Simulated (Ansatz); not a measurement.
# U-revPBE/cc-pVDZ run of PH (SMILES [PH])

Aim: the electronic atomisation energy of PH at U-revPBE/cc-pVDZ, from 3 runs. 

The calculation is run with Ansatz 0.2.0.

57 further runs of the same task are left out: 57 set aside as unsound or not needed.

## Step 1: Starting point

The species is PH (2 atoms), meant as a triplet with charge 0. As SMILES, `[PH]`. The shape is that of a GFN2-xTB optimisation.

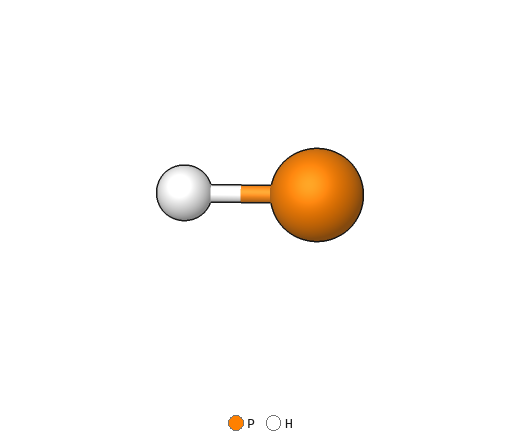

Viewed from a chosen angle; phosphorus orange, hydrogen white.

## Step 2: The energy at U-revPBE/cc-pVDZ

Input file input.yaml:

```yaml
crystal:
  periodic: [false, false, false]
  atoms:
    - {symbol: P, position_ang: [0.000000, 0.000000, 0.000000]}
    - {symbol: H, position_ang: [0.000000, 0.000000, 1.399070]}
basis:
  gaussian: {orbitals: cc-pVDZ}
magnetization: {spin_polarized: true, initial_magnetization: 2}
hamiltonian: {xc: {name: revPBE}}
accuracy: high
```

Command:

```
ansatz run input.yaml --threads 1 --pin off --max-ram 2610MiB --events-out events.jsonl --progress --plain --runs-dir runs
```

The program printed:

```text
Warning: RAYON_NUM_THREADS=1 ignored (pool sized by the plan → 1); use --threads N
Functional definition: revPBE
  name "revPBE"
  parameter kappa = 1.245
  parameter beta = 0.06672455060314922
  exchange = pbe_x(kappa = kappa, mu = beta*pi^2/3)
  correlation = pbe_c(beta = beta)
414 factors; integrals over basis functions are off by at most 2.8e-9 eV
mean field evaluation 1: about -9300.9427 eV, gradient 5.5e0 eV
mean field evaluation 2: about -9301.1290 eV, gradient 3.1e0 eV
mean field evaluation 4: about -9301.2123 eV, gradient 2.5e-1 eV
mean field evaluation 8: about -9301.2123 eV, gradient 5.1e-3 eV
mean field evaluation 16: about -9301.2123 eV, gradient 6.9e-8 eV
mean field -9301.21226299 eV, -341.8132460767 hartree, gradient 5.4e-8 eV, S^2 2.006101; 0 other end points of the search recorded, 0 dependent functions left out
reference -9301.21226564 eV, -341.8132461743 hartree; 9, 7 occupied and 14, 16 virtual orbitals, 414 factors
Total energy: -9301.21226564 eV, -341.8132461743 hartree
```

Wall time 0.91 s (1 thread of Arm Neoverse V1, shared host).

## Step 3: The H atom, same level

Input file input.yaml:

```yaml
basis:
  gaussian:
    orbitals: cc-pVDZ
crystal:
  periodic: [false, false, false]
  atoms:
    - symbol: H
      position_ang: [0.000000, 0.000000, 0.000000]
magnetization:
  spin_polarized: true
  initial_magnetization: 1
hamiltonian:
  xc: {name: revPBE}
accuracy: high
```

Run the same way, it converges to -0.50319 Eh (log not shown).

## Step 4: The P atom at the same level

Input file in.yaml:

```yaml
crystal:
  periodic: [false, false, false]
  atoms:
    - symbol: P
      position_ang: [0.000000, 0.000000, 0.000000]
basis:
  gaussian:
    orbitals: cc-pVDZ
total_charge: 0
magnetization:
  spin_polarized: true
  initial_magnetization: 3
hamiltonian:
  xc: {name: revPBE}
accuracy: high
```

Command:

```
ansatz run in.yaml --threads 1 --pin off --max-ram 2610MiB --events-out events.jsonl --progress --plain --runs-dir runs
```

The program printed (excerpt; [...] marks lines left out):

```text
Warning: RAYON_NUM_THREADS=1 ignored (pool sized by the plan → 1); use --threads N
[... 6 set-up lines as earlier in the session ...]
145 factors; integrals over basis functions are off by at most 3.1e-9 eV
mean field evaluation 1: about -9284.3687 eV, gradient 2.7e0 eV
mean field evaluation 2: about -9284.4203 eV, gradient 1.5e0 eV
mean field evaluation 4: about -9284.4358 eV, gradient 4.4e-2 eV
mean field evaluation 8: about -9284.4361 eV, gradient 3.6e-5 eV
mean field -9284.43610835 eV, -341.1967337652 hartree, gradient 3.0e-8 eV, S^2 3.750041; 0 other end points of the search recorded, 0 dependent functions left out
reference -9284.43611089 eV, -341.1967338583 hartree; 9, 6 occupied and 9, 12 virtual orbitals, 145 factors
Total energy: -9284.43611089 eV, -341.1967338583 hartree
```

Wall time 0.5 s (1 thread of Arm Neoverse V1, shared host).

## Step 5: Results

At U-revPBE/cc-pVDZ:

```
                     quantity          value
       molecule: total energy  -341.81325 Eh
               molecule: ⟨S²⟩          2.006
         H atom: total energy    -0.50319 Eh
                 H atom: ⟨S²⟩          0.750
         P atom: total energy  -341.19673 Eh
                 P atom: ⟨S²⟩          3.750
electronic atomisation energy       3.084 eV
```

What this shows: Taking the molecule apart into free atoms costs 3.08 eV (298 kJ/mol), before zero-point energy and without spin-orbit coupling.
